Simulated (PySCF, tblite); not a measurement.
# H9NO2Si3: dynamics, then NMR shifts on frames

How do NMR shifts of H9NO2Si3 (`N[Si@@H](O[SiH3])[SiH2]O`) change as the atoms move?

Computed with tblite 0.8.0 and PySCF 2.14.0, with density-fitted response routines of our own, on a single molecule in the gas phase. Atoms count from 0, in the outputs and in this text.

### 1 Starting geometry

15 atoms, charge 0, multiplicity 1; geometry from: GFN2-xTB.

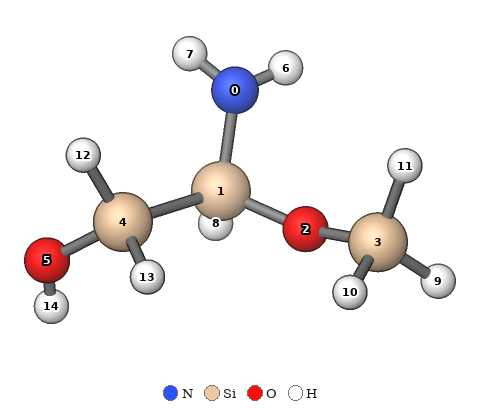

The starting geometry (nitrogen blue, silicon light orange, oxygen red, hydrogen white), atoms numbered.

### 2 Dynamics with GFN2-xTB

What the job is given:

```
{"job": {"kind": "md", "xc": "GFN2-xTB", "basis": "xTB", "temperature": 200, "steps": 2000, "every": 50, "frames": 5}, "charge": 0, "multiplicity": 1}
N     -0.135505     2.055150    -0.212997
Si    -0.321187     0.410768    -0.698709
O      1.186658    -0.213077    -0.666482
Si     2.568182    -0.600724     0.066854
Si    -1.700518    -0.612158     0.814183
O     -3.068268    -1.132489     0.085917
H      0.635394     2.585481    -0.587899
H     -0.945142     2.643816    -0.113071
H     -0.611948     0.239072    -2.140621
H      3.467762    -0.942440    -1.033437
H      2.306400    -1.742231     0.944418
H      3.053684     0.548760     0.829963
H     -2.297946     0.255849     1.830624
H     -1.085630    -1.755618     1.513583
H     -3.056350    -1.732170    -0.654238
```

Method: GFN2-xTB Langevin dynamics, gas phase.

On the command line:

```bash
$ OMP_NUM_THREADS=1 python probes_run.py task.json out
```

This one command runs all jobs of the session in turn.

Output:

```text
t/fs     T/K      E/eV
    0.0   159.5   -571.54699
   25.0   149.7   -571.43239
   50.0   109.4   -571.27921
   75.0   159.1   -571.33920
  100.0   135.0   -571.28767
  125.0   100.8   -571.30407
  150.0   175.6   -571.25841
  175.0   207.8   -571.22571
  200.0   125.5   -571.17573
  225.0   166.2   -571.26350
  250.0   162.4   -571.24744
  275.0   218.7   -571.23087
  300.0   240.1   -571.18223
  325.0   198.7   -571.01240
  350.0   235.2   -571.10790
  375.0   300.1   -571.16234
  400.0   308.1   -571.25501
  425.0   244.7   -571.22423
  450.0   187.5   -571.13774
  475.0   194.6   -571.10599
  500.0   197.2   -571.15156
  525.0   182.5   -571.04839
  550.0   190.4   -571.13759
  575.0   208.0   -571.31567
  600.0   233.4   -571.30297
  625.0   228.8   -571.20774
  650.0   209.0   -571.28218
  675.0   194.4   -571.23880
  700.0   235.2   -571.19008
  725.0   304.3   -571.26205
  750.0   300.2   -571.22051
  775.0   207.1   -571.15351
  800.0   186.5   -571.19666
  825.0   213.0   -571.31250
  850.0   144.1   -571.21050
  875.0   169.8   -571.28130
  900.0   159.5   -571.34366
  925.0    96.7   -571.23864
  950.0   187.5   -571.37062
  975.0   115.0   -571.37204
 1000.0    98.4   -571.37877
```

Run time: 14 s. Hardware: 1 thread of Arm Neoverse V1, shared host; peak memory 0.18 GiB.

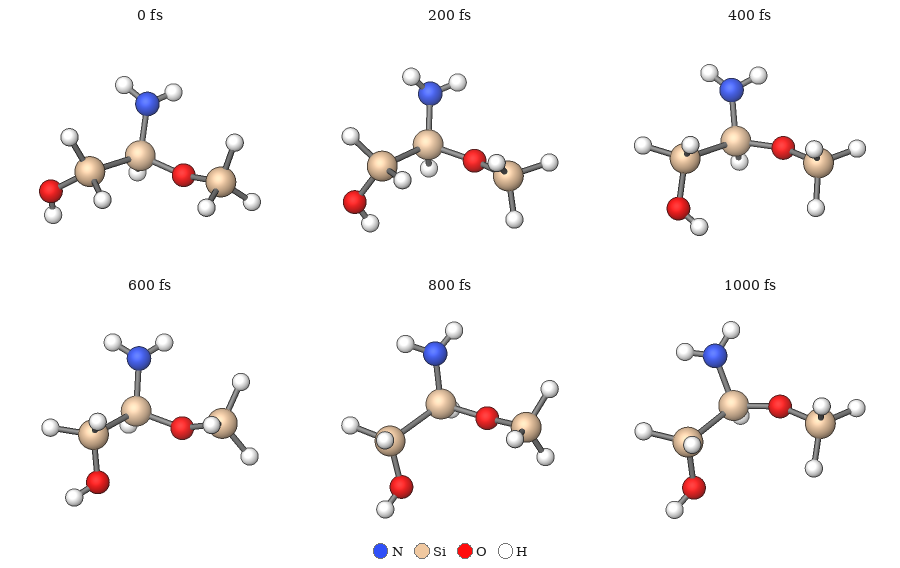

Frames of the run.

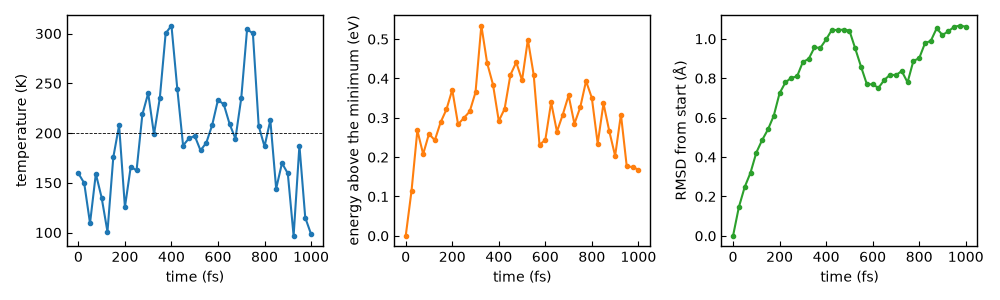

Temperature, potential energy and distance from the start.

Positions (Å) and forces (eV/Å) at 1000 fs:

```xyz
15

N    -1.065    2.307    0.363    0.908   -0.350   -0.312
Si   -0.441    0.840   -0.390   -0.751    1.056    0.197
O     1.153    0.791   -0.129    0.365    0.128    0.187
Si    2.599    0.162    0.219    0.200   -0.196    0.090
Si   -1.691   -0.756    0.656   -0.326   -0.731   -0.360
O    -1.550   -2.010   -0.427   -0.753   -0.264    0.510
H    -0.612    3.225    0.299   -0.434   -0.762   -0.056
H    -2.055    2.365    0.511   -0.012    0.242   -0.031
H    -0.435    0.907   -1.866   -0.083   -0.004    0.012
H     2.441   -1.282   -0.139    0.287    0.528    0.110
H     2.845    0.347    1.673   -0.102   -0.081   -0.355
H     3.633    0.941   -0.538   -0.496   -0.386    0.189
H    -3.165   -0.497    0.865    0.476    0.005   -0.193
H    -1.311   -1.219    2.005    0.071   -0.043   -0.052
H    -2.133   -2.795   -0.404    0.650    0.856    0.063
```

### 3 Nuclear shieldings: 250 fs, PBE0/pcSseg-1

What the job is given:

```
{"job": {"kind": "nmr", "xc": "PBE0", "basis": "pcSseg-1", "pop": false}, "charge": 0, "multiplicity": 1}
N     -0.666900     2.184600    -0.691400
Si    -0.547100     0.492700    -0.782000
O      0.995600    -0.027100    -0.560400
Si     2.393000    -0.574600    -0.059200
Si    -1.805600    -0.544600     0.807900
O     -2.648700    -1.734400     0.028600
H     -0.145700     2.882400    -1.130100
H     -1.157100     2.638400     0.044500
H     -0.604300    -0.008300    -2.227800
H      2.524300    -2.004600    -0.343600
H      2.455100    -0.295100     1.422600
H      3.513200     0.088900    -0.711500
H     -2.911900     0.220600     1.366300
H     -0.942000    -1.136900     1.813300
H     -2.150900    -2.204800    -0.642800
```

Level: GIAO PBE0/pcSseg-1 NMR shielding, non-relativistic, gas phase.

Output:

```text
coarse grid: 13688 points
cycle   1  E = -1078.2992039964  dE =  6.377e-01  |g| = 1.089e+00  |ddm| = 3.519e+00
cycle   2  E = -1077.9346236224  dE =  3.646e-01  |g| = 1.751e+00  |ddm| = 2.327e+00
cycle   3  E = -1078.5075076265  dE = -5.729e-01  |g| = 1.200e-01  |ddm| = 1.702e+00
cycle   4  E = -1078.5092880358  dE = -1.780e-03  |g| = 7.461e-02  |ddm| = 1.350e-01
cycle   5  E = -1078.5103942100  dE = -1.106e-03  |g| = 1.037e-02  |ddm| = 5.719e-02
cycle   6  E = -1078.5104138844  dE = -1.967e-05  |g| = 3.344e-03  |ddm| = 1.005e-02
cycle   7  E = -1078.5104156290  dE = -1.745e-06  |g| = 1.147e-03  |ddm| = 3.164e-03
final grid: 117536 points
cycle   8  E = -1078.5605422690  dE = -1.072e-05  |g| = 1.004e-02  |ddm| = 1.505e-02
cycle   9  E = -1078.5605162423  dE =  2.603e-05  |g| = 1.554e-02  |ddm| = 1.699e-02
cycle  10  E = -1078.5605597542  dE = -4.351e-05  |g| = 5.707e-04  |ddm| = 1.093e-02
cycle  11  E = -1078.5605598007  dE = -4.643e-08  |g| = 2.649e-04  |ddm| = 6.781e-04
cycle  12  E = -1078.5605598137  dE = -1.307e-08  |g| = 5.003e-05  |ddm| = 2.246e-04
cycle  13  E = -1078.5605598141  dE = -3.845e-10  |g| = 1.697e-05  |ddm| = 4.923e-05
converged SCF energy = -1078.5605598141

GIAO shielding tensors (ppm)
atom      isotropic    diamagn.    paramagn.     s11        s22        s33       span
  0 N      236.721     317.645     -80.924    205.188    246.263    258.713     53.524
  1 Si     379.966     880.585    -500.619    352.633    378.010    409.256     56.623
  2 O      286.052     399.862    -113.810    220.520    275.253    362.382    141.862
  3 Si     407.016     880.617    -473.600    361.488    378.546    481.014    119.526
  4 Si     370.962     880.259    -509.297    328.200    338.274    446.413    118.213
  5 O      343.926     386.811     -42.885    287.691    347.544    396.544    108.853
  6 H       31.418      31.924      -0.506     24.202     26.828     43.224     19.022
  7 H       31.068      32.406      -1.339     24.159     27.432     41.613     17.453
  8 H       25.592      29.287      -3.694     21.767     24.637     30.373      8.605
  9 H       26.659      29.939      -3.280     23.298     25.058     31.621      8.323
 10 H       26.156      29.893      -3.737     22.771     24.680     31.017      8.246
 11 H       26.743      29.347      -2.604     23.439     25.022     31.766      8.327
 12 H       26.704      29.715      -3.011     23.467     25.898     30.746      7.280
 13 H       26.471      31.505      -5.034     23.359     25.682     30.372      7.013
 14 H       31.764      32.511      -0.747     22.763     28.372     44.156     21.393
```

It took 17 s on 1 thread of Arm Neoverse V1, shared host; peak memory 0.75 GiB.

Shifts follow as δ = σ(reference) − σ, with reference shieldings (ppm) from runs at the same level and on the same kind of geometry: 1H TMS 31.72, 29Si TMS 349.2, 15N NH3 267.7, 17O H2O 336.1. The references are single molecules in the gas phase, so shifts against H2O, NH3, PH3, H3PO4 or CFCl3 are not on the usual liquid scales and can be off by tens of ppm. Each atom is listed at this fixed geometry, with no averaging over motion; a spectrum would average atoms that exchange fast.

| atoms | environment | σ (ppm) | δ (ppm) |
| --- | --- | --- | --- |
| H8 | hydrogen on a silicon bonded to N, O, Si | 25.59 | 6.12 |
| H10 | hydrogen on a silicon bonded to O | 26.16 | 5.56 |
| H13 | hydrogen on a silicon bonded to O, Si | 26.47 | 5.25 |
| H9 | hydrogen on a silicon bonded to O | 26.66 | 5.06 |
| H12 | hydrogen on a silicon bonded to O, Si | 26.70 | 5.01 |
| H11 | hydrogen on a silicon bonded to O | 26.74 | 4.97 |
| H7 | hydrogen on a nitrogen bonded to Si | 31.07 | 0.65 |
| H6 | hydrogen on a nitrogen bonded to Si | 31.42 | 0.30 |
| H14 | hydrogen on an oxygen bonded to Si | 31.76 | -0.05 |
| N0 | nitrogen bonded to Si, 2 H | 236.7 | 31.0 |
| Si4 | silicon bonded to O, Si, 2 H | 371.0 | -21.8 |
| Si1 | silicon bonded to N, O, Si, H | 380.0 | -30.8 |
| Si3 | silicon bonded to O, 3 H | 407.0 | -57.9 |
| O2 | oxygen bonded to 2 Si | 286.1 | 50.0 |
| O5 | oxygen bonded to Si, H | 343.9 | -7.8 |

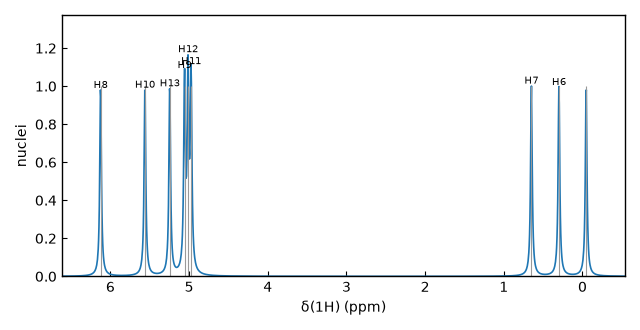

1H lines at the computed shifts, without couplings. Lines are broadened to a width of 0.02 ppm (Lorentzian).

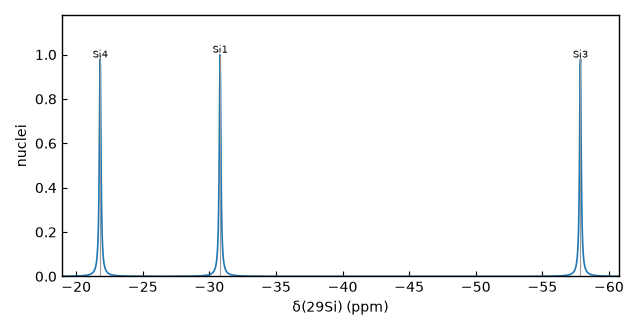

29Si lines at the computed shifts, without couplings. Lines are broadened to a width of 0.14 ppm (Lorentzian).

### 4 NMR shieldings: 425 fs, PBE0/pcSseg-1

What the job is given:

```
{"job": {"kind": "nmr", "xc": "PBE0", "basis": "pcSseg-1", "pop": false}, "charge": 0, "multiplicity": 1}
N     -0.680500     2.092700    -0.284900
Si    -0.523300     0.430000    -0.705200
O      1.064700     0.311700    -0.468300
Si     2.477700    -0.385500     0.035300
Si    -1.824600    -0.660000     0.806200
O     -1.892600    -2.239100     0.322000
H      0.089200     2.723900    -0.266500
H     -1.521200     2.625500    -0.414900
H     -0.671300     0.142300    -2.225600
H      2.284400    -1.795800    -0.196800
H      2.538400    -0.114500     1.522800
H      3.549100     0.284300    -0.647000
H     -3.172300    -0.188800     0.790600
H     -1.191600    -0.731600     2.175600
H     -1.132000    -2.736800     0.143200
```

With the program's defaults for keys left out, this is: GIAO PBE0/pcSseg-1 NMR shielding, non-relativistic, gas phase.

Output:

```text
coarse grid: 13688 points
cycle   1  E = -1078.2833983947  dE =  5.989e-01  |g| = 1.108e+00  |ddm| = 3.495e+00
cycle   2  E = -1077.8879403697  dE =  3.955e-01  |g| = 1.801e+00  |ddm| = 2.479e+00
cycle   3  E = -1078.4995063374  dE = -6.116e-01  |g| = 1.370e-01  |ddm| = 1.834e+00
cycle   4  E = -1078.5018410402  dE = -2.335e-03  |g| = 8.504e-02  |ddm| = 1.707e-01
cycle   5  E = -1078.5031856765  dE = -1.345e-03  |g| = 1.086e-02  |ddm| = 7.194e-02
cycle   6  E = -1078.5032070820  dE = -2.141e-05  |g| = 2.866e-03  |ddm| = 1.141e-02
cycle   7  E = -1078.5032084485  dE = -1.367e-06  |g| = 1.217e-03  |ddm| = 3.440e-03
final grid: 117536 points
cycle   8  E = -1078.5529409105  dE = -9.428e-06  |g| = 1.047e-02  |ddm| = 1.570e-02
cycle   9  E = -1078.5529128186  dE =  2.809e-05  |g| = 1.615e-02  |ddm| = 1.971e-02
cycle  10  E = -1078.5529603335  dE = -4.751e-05  |g| = 6.151e-04  |ddm| = 1.236e-02
cycle  11  E = -1078.5529603864  dE = -5.291e-08  |g| = 2.878e-04  |ddm| = 7.194e-04
cycle  12  E = -1078.5529604018  dE = -1.545e-08  |g| = 4.661e-05  |ddm| = 2.732e-04
cycle  13  E = -1078.5529604022  dE = -3.574e-10  |g| = 1.613e-05  |ddm| = 5.153e-05
converged SCF energy = -1078.5529604022

GIAO shielding tensors (ppm)
atom      isotropic    diamagn.    paramagn.     s11        s22        s33       span
  0 N      251.226     317.680     -66.454    194.262    252.031    307.385    113.123
  1 Si     367.161     880.190    -513.029    324.843    376.492    400.148     75.304
  2 O      319.725     401.052     -81.327    246.451    330.512    382.212    135.760
  3 Si     389.332     880.484    -491.152    344.948    366.389    456.661    111.713
  4 Si     383.220     879.936    -496.716    337.330    352.022    460.306    122.976
  5 O      348.858     387.807     -38.949    311.118    340.084    395.372     84.254
  6 H       31.993      32.551      -0.558     24.361     29.066     42.553     18.192
  7 H       32.505      30.947       1.558     24.898     27.822     44.795     19.897
  8 H       24.943      28.756      -3.813     22.089     22.809     29.933      7.844
  9 H       26.590      30.931      -4.341     22.931     25.359     31.482      8.551
 10 H       25.861      29.852      -3.990     22.532     24.686     30.366      7.834
 11 H       26.722      29.519      -2.797     23.187     25.052     31.927      8.740
 12 H       27.112      29.929      -2.817     23.579     26.630     31.126      7.546
 13 H       25.787      30.274      -4.488     22.916     24.873     29.570      6.654
 14 H       32.655      34.991      -2.336     23.791     28.104     46.070     22.279
```

Wall time 17 s (1 thread of Arm Neoverse V1, shared host); peak memory 0.8 GiB.

In short: δ N0 16.5, Si1 -18.0, Si4 -34.1, Si3 -40.2, H8 6.77, H13 5.93 ppm.

(Part 1 of 2 ends here.)
